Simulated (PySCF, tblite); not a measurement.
# C₄H₅F₂O radical: geometry, infrared bands and EPR parameters

What infrared bands and EPR parameters should C₄H₅F₂O radical (`F[CH][C@@H]1OC[C@H]1F`) show?

The runs use tblite 0.8.0 and PySCF 2.14.0, with density-fitted response routines of our own; the level of theory stands in each step. All values are computed, except where a source is named. Atoms are numbered from 0 throughout.

**1. The starting structure**

12 atoms, charge 0, multiplicity 2; geometry from: force field or distance geometry start.

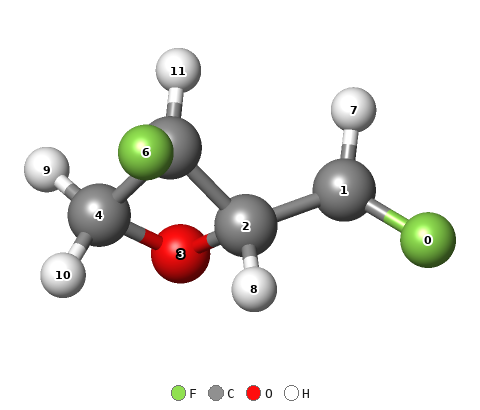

As it starts; fluorine green, carbon grey, oxygen red, hydrogen white, atoms numbered; sticks join atoms by distance.

**2. Geometry optimisation with GFN2-xTB**

What the job is given:

```
{"job": {"kind": "relax", "xc": "GFN2-xTB", "basis": "xTB"}, "charge": 0, "multiplicity": 2}
F      2.740600    -0.395300     1.014600
C      1.775600    -0.508200     0.053900
C      0.405800    -0.161900     0.453900
O     -0.487700    -1.216200     0.248300
C     -1.469000    -0.320600    -0.126100
C     -0.406800     0.724800    -0.462000
F     -0.760100     1.953600     0.054100
H      2.084400    -0.288700    -0.958100
H      0.354700     0.162500     1.507500
H     -2.033400    -0.635500    -1.029900
H     -2.088800    -0.043200     0.745300
H     -0.113900     0.728000    -1.527600
```

The run is started by

```bash
OMP_NUM_THREADS=1 python probes_run.py task.json out
```

The driver reads the jobs from task.json and runs them one after another.

Log:

```text
step      E/eV     max force
  0    -667.20932    2.361
  1    -667.38964    0.789
  2    -667.44564    0.653
  3    -667.52661    0.670
  4    -667.55821    0.429
  5    -667.57439    0.332
  6    -667.58341    0.235
  7    -667.59262    0.324
  8    -667.59870    0.232
  9    -667.60183    0.131
 10    -667.60349    0.129
 11    -667.60539    0.130
 12    -667.60812    0.163
 13    -667.61154    0.151
 14    -667.61487    0.185
 15    -667.61785    0.178
 16    -667.62099    0.146
 17    -667.62493    0.192
 18    -667.63003    0.207
 19    -667.63605    0.187
 20    -667.64228    0.240
 21    -667.64827    0.227
 22    -667.65355    0.192
 23    -667.65180    0.609
 24    -667.65904    0.177
 25    -667.66097    0.108
 26    -667.66257    0.085
 27    -667.66481    0.114
 28    -667.66592    0.122
 29    -667.66742    0.093
 30    -667.66829    0.097
 31    -667.66912    0.097
 32    -667.66993    0.086
 33    -667.67080    0.072
 34    -667.67151    0.070
 35    -667.67213    0.073
 36    -667.67286    0.074
 37    -667.67391    0.097
 38    -667.67527    0.099
 39    -667.67653    0.099
 40    -667.67745    0.076
 41    -667.67807    0.083
 42    -667.67870    0.084
 43    -667.67938    0.070
 44    -667.67984    0.062
 45    -667.68010    0.049
 46    -667.68026    0.037
 47    -667.68037    0.031
 48    -667.68053    0.023
 49    -667.68062    0.031
 50    -667.68071    0.027
 51    -667.68077    0.020
 52    -667.68082    0.018
 53    -667.68087    0.023
 54    -667.68094    0.030
 55    -667.68100    0.022
 56    -667.68106    0.018
 57    -667.68110    0.020
 58    -667.68117    0.037
 59    -667.68129    0.055
 60    -667.68149    0.065
 61    -667.68172    0.054
 62    -667.68191    0.023
 63    -667.68198    0.019
 64    -667.68202    0.027
 65    -667.68205    0.015
 66    -667.68208    0.013
 67    -667.68211    0.011
 68    -667.68213    0.013
 69    -667.68215    0.010
 70    -667.68217    0.011
 71    -667.68219    0.015
 72    -667.68220    0.013
 73    -667.68222    0.010
 74    -667.68222    0.005
```

Wall time 0.34 s (1 thread of Arm Neoverse V1, shared host).

The steps of the relaxation: (not every step is listed)

| step | energy from step 0 (eV) | largest force (eV/Å) |
| --- | --- | --- |
| 0 | 0.0000 | 2.3614 |
| 1 | -0.1803 | 0.7893 |
| 2 | -0.2363 | 0.6533 |
| 3 | -0.3173 | 0.6699 |
| 4 | -0.3489 | 0.4291 |
| 5 | -0.3651 | 0.3323 |
| 6 | -0.3741 | 0.2353 |
| 7 | -0.3833 | 0.3244 |
| 8 | -0.3894 | 0.2324 |
| 14 | -0.4055 | 0.1847 |
| 20 | -0.4330 | 0.2402 |
| 26 | -0.4532 | 0.0851 |
| 32 | -0.4606 | 0.0859 |
| 38 | -0.4659 | 0.0986 |
| 44 | -0.4705 | 0.0617 |
| 50 | -0.4714 | 0.0274 |
| 56 | -0.4717 | 0.0182 |
| 62 | -0.4726 | 0.0227 |
| 68 | -0.4728 | 0.0127 |
| 69 | -0.4728 | 0.0105 |
| 70 | -0.4728 | 0.0114 |
| 71 | -0.4729 | 0.0154 |
| 72 | -0.4729 | 0.0127 |
| 73 | -0.4729 | 0.0100 |
| 74 | -0.4729 | 0.0055 |

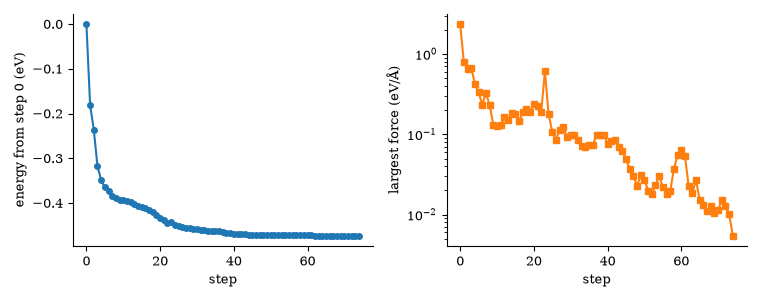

Energy and largest force along the relaxation.

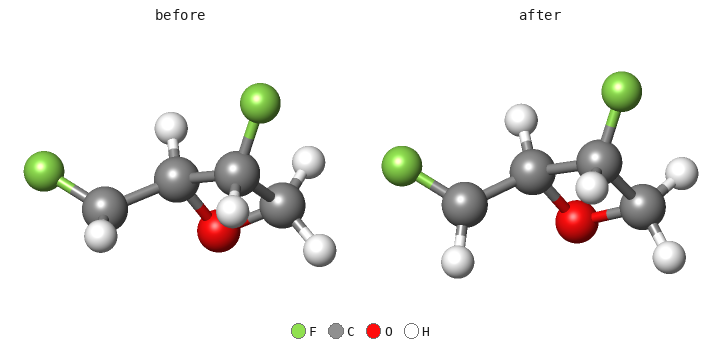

The geometry before (left) and after (right).

Close pairs (by a distance rule), those that changed most:

| bond | before (Å) | after (Å) | change (Å) |
| --- | --- | --- | --- |
| C2–C5 | 1.512 | 1.562 | +0.050 |
| O3–C4 | 1.380 | 1.428 | +0.048 |
| C2–O3 | 1.397 | 1.443 | +0.046 |
| F0–C1 | 1.366 | 1.339 | -0.027 |
| C4–H9 | 1.111 | 1.091 | -0.020 |
| C5–F6 | 1.379 | 1.361 | -0.017 |
| C5–H11 | 1.105 | 1.092 | -0.013 |
| C1–C2 | 1.468 | 1.455 | -0.013 |

The final coordinates are the input of the step that follows.

**3. Harmonic vibrations with GFN2-xTB**

What the job is given:

```
{"job": {"kind": "ir", "xc": "GFN2-xTB", "basis": "xTB"}, "charge": 0, "multiplicity": 2}
F      2.855018    -0.099123     0.727538
C      1.780123    -0.420893    -0.003845
C      0.457335    -0.105230     0.514348
O     -0.497629    -1.177549     0.373666
C     -1.480739    -0.337980    -0.233284
C     -0.482362     0.810923    -0.332690
F     -0.850395     1.974529     0.270836
H      1.977520    -1.074769    -0.832488
H      0.521450     0.252847     1.549721
H     -1.850643    -0.747463    -1.174184
H     -2.311944    -0.130966     0.446286
H     -0.116534     1.054989    -1.331933
```

Log:

```text
mode    cm-1     km/mol
  1      62.9      1.38
  2      94.6      3.52
  3     224.5     13.13
  4     244.6     16.91
  5     323.0     29.64
  6     391.8     20.83
  7     423.6      3.81
  8     477.3      5.82
  9     705.1      2.18
 10     893.4     19.42
 11     946.8     25.19
 12     999.2     34.72
 13    1047.1     68.60
 14    1060.9     14.56
 15    1091.8     40.42
 16    1113.5      4.33
 17    1119.1     57.98
 18    1149.2     26.42
 19    1156.6     41.17
 20    1167.4     22.98
 21    1213.3     25.24
 22    1241.3      2.59
 23    1302.2     38.98
 24    1349.7     68.87
 25    1454.8      2.07
 26    2906.2     12.00
 27    2950.8      9.35
 28    2969.5     25.20
 29    2978.6     30.92
 30    3141.6      9.31
```

It took 0.25 s on 1 thread of Arm Neoverse V1, shared host.

The strongest bands and the atoms that carry them (share of the mass-weighted mode):

| cm⁻¹ | km/mol | atoms |
| --- | --- | --- |
| 999 | 34.7 | C2 44 %, O3 19 %, C5 13 % |
| 1047 | 68.6 | O3 36 %, C4 32 %, H9 13 % |
| 1092 | 40.4 | C1 19 %, C2 19 %, C5 17 % |
| 1119 | 58.0 | H8 20 %, C2 16 %, C1 15 %, C5 14 % |
| 1157 | 41.2 | H8 53 %, H11 16 %, C5 11 % |
| 1302 | 39.0 | H11 47 %, C5 30 % |
| 1350 | 68.9 | C1 42 %, H8 21 %, C2 21 % |
| 2979 | 30.9 | H9 84 % |

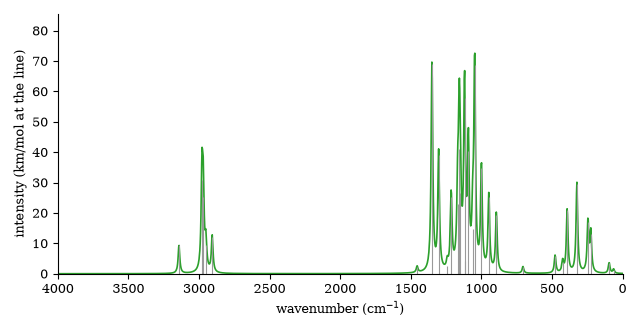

The infrared spectrum from these modes, unscaled. Lines are broadened to a width of 14 cm⁻¹ (Lorentzian).

**4. g tensor and hyperfine couplings: B3LYP/pcH-1**

Same as in step 3 but for these lines:

```diff
@@ -1,2 +1,2 @@
-{"job": {"kind": "ir", "xc": "GFN2-xTB", "basis": "xTB"}, "charge": 0, "multiplicity": 2}
+{"job": {"kind": "epr", "basis": "pcH-1"}, "charge": 0, "multiplicity": 2}
 F      2.855018    -0.099123     0.727538
```

Method: UKS B3LYP, pcH-1 on C F H O, non-relativistic, mean-field spin-orbit, GIAO.

Log:

```text
UKS, coarse grid
  cycle   1  E = -430.12891231  |g| = 6.07e-01
  cycle   2  E = -429.88850834  |g| = 1.04e+00
  cycle   3  E = -430.24680855  |g| = 7.88e-02
  cycle   4  E = -430.24853278  |g| = 5.06e-02
  cycle   5  E = -430.24930638  |g| = 1.19e-02
  cycle   6  E = -430.24935891  |g| = 4.44e-03
  cycle   7  E = -430.24936847  |g| = 1.36e-03
  cycle   8  E = -430.24936876  |g| = 8.09e-04
UKS, final grid
  cycle   1  E = -430.24942276  |g| = 1.15e-03
  cycle   2  E = -430.24942224  |g| = 1.79e-03
  cycle   3  E = -430.24942316  |g| = 9.97e-05
  cycle   4  E = -430.24942316  |g| = 2.48e-05
E = -430.24942316 Eh   <S^2> = 0.7540 (exact 0.7500)
g shifts (ppm)      1          2          3
  rmc          -215       -215       -215
  gc              6         59         59
  oz_so         -73       1782       2550
  total        -283       1626       2394
hyperfine (MHz)  atom isotope    a_iso     a_fc   dipolar eigenvalues
    0   19F     166.81     166.81   -289.12   -249.86    538.99
    1   13C     108.34     108.34    -82.94    -80.38    163.32
    2   13C     -27.63     -27.63     -3.54      0.29      3.25
    3   17O     -37.53     -37.53    -14.32      6.31      8.01
    4   13C      -2.50      -2.50     -1.94     -0.27      2.21
    5   13C      91.79      91.79     -6.84     -5.98     12.82
    6   19F       4.85       4.85    -14.71    -10.72     25.42
    7    1H     -63.52     -63.52    -37.28     -1.95     39.24
    8    1H      20.76      20.76     -5.54     -4.07      9.62
    9    1H      -0.56      -0.56     -1.63     -1.04      2.67
   10    1H      -0.69      -0.69     -1.78     -0.85      2.63
   11    1H      -4.48      -4.48     -5.91     -1.73      7.64
```

It took 43 s on 1 thread of Arm Neoverse V1, shared host; peak memory 0.88 GiB.

Principal g values 2.00204, 2.00395, 2.00471; g(iso) = 2.00357, against 2.00232 for a free electron.

Hyperfine couplings, nucleus by nucleus at this fixed geometry (no averaging over rotations):

| nuclei | isotope | a(iso) (MHz) | a(iso) (G, at g = 2.0023) | largest dipolar term (MHz) |
| --- | --- | --- | --- | --- |
| F0 | 19F | 166.8 | 59.5 | 539.0 |
| C1 | 13C | 108.3 | 38.7 | 163.3 |
| C5 | 13C | 91.8 | 32.8 | 12.8 |
| H7 | 1H | -63.5 | -22.7 | 39.2 |
| O3 | 17O | -37.5 | -13.4 | -14.3 |
| C2 | 13C | -27.6 | -9.9 | -3.5 |
| H8 | 1H | 20.8 | 7.4 | 9.6 |
| F6 | 19F | 4.8 | 1.7 | 25.4 |
| H11 | 1H | -4.5 | -1.6 | 7.6 |
| C4 | 13C | -2.5 | -0.9 | 2.2 |
| H10 | 1H | -0.7 | -0.2 | 2.6 |
| H9 | 1H | -0.6 | -0.2 | 2.7 |

Mulliken spin populations:

| atom | value (e) |
| --- | --- |
| F0 | 0.08 |
| C1 | 0.92 |
| C2 | -0.07 |
| O3 | 0.03 |
| C4 | 0.02 |
| C5 | 0.05 |
| F6 | 0.00 |
| H7 | -0.04 |
| H8 | 0.01 |
| H9 | 0.00 |
| H10 | 0.00 |
| H11 | 0.00 |

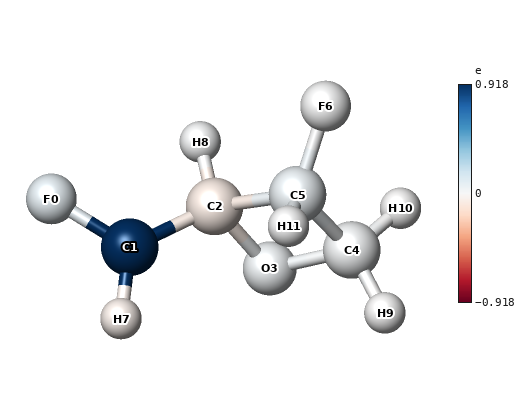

Mulliken spin populations, as colours on the atoms.

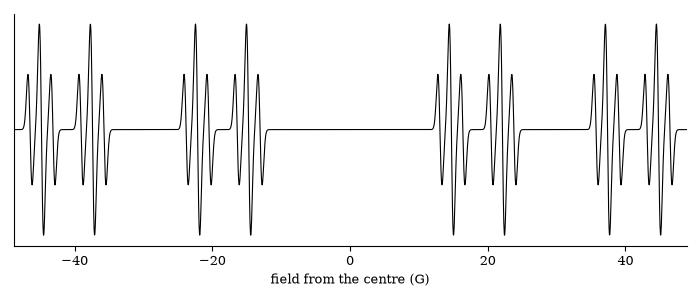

First-order isotropic spectrum (first derivative, main isotopes with spin only, couplings over 0.8 MHz, Gaussian width 0.3 G; couplings of the frozen geometry, rotation of groups not averaged beyond the rows shown).

Orbitals, density, ELF and potential are computed afterwards from the orbital file.

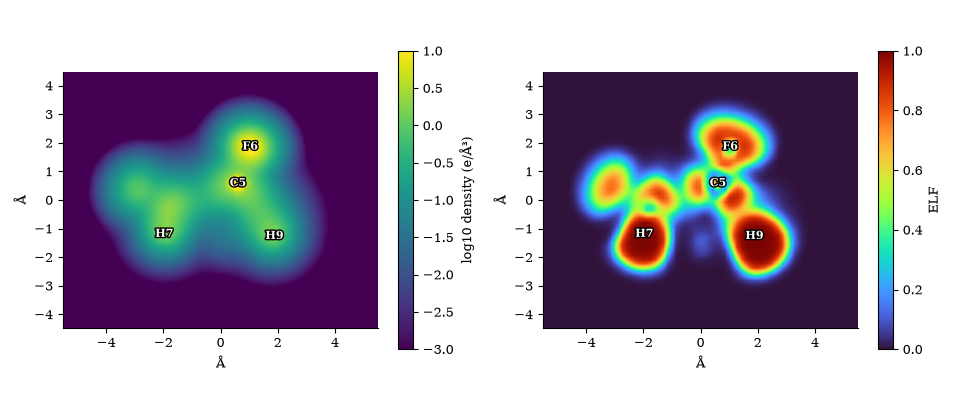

Density (left) and ELF (right) in a plane through or near 4 of the atoms.

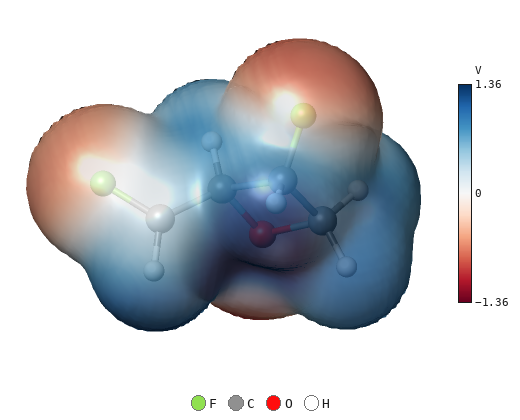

Electrostatic potential on the surface of density 0.002 e/bohr³; red is low, blue high. It runs from -1.36 V near O3 to 1.31 V near H11.

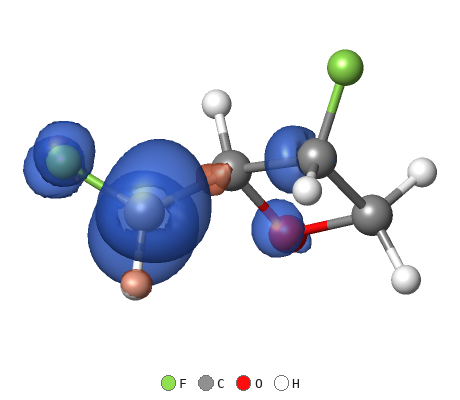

Spin density at ±0.04 e/Å³ (alpha excess blue, beta excess red).

**5. Results**

| quantity | value |
| --- | --- |
| strongest single infrared mode (GFN2-xTB) | 1350 cm⁻¹, 69 km/mol |
| zero-point energy (GFN2-xTB) | 51.8 kcal/mol |
| g(iso) (B3LYP) | 2.00357 |
| ⟨S²⟩ | 0.754 (exact 0.75) |
| largest a(iso) | 19F on F0, 166.8 MHz |
| potential on the surface of density 0.002 e/bohr³, 1st and 99th percentile | -1.36 V and 1.31 V |

Over 74 steps the energy fell by 0.473 eV; of the close pairs, C2–C5 changed most, 1.512 to 1.562 Å. No mode is imaginary among the 30: a minimum at this level. The strongest single mode, at 1350 cm⁻¹, has its largest shares on C1, H8 and C2 (the list is cut at 3 atoms). GFN2-xTB is a fitted tight-binding method: band positions and strengths are rough. Its intensities can rank the bands wrongly. Most of the unpaired spin sits on C1 (0.92 e). The isotropic g lies 1.2 ppt above the free-electron value. These values are for one conformer; the search (at its own cheap level) found 2 more, at 0.00, 0.79 kcal/mol (those within 0.05 may be mirror or relabelled copies), and measured spectra average over such forms.
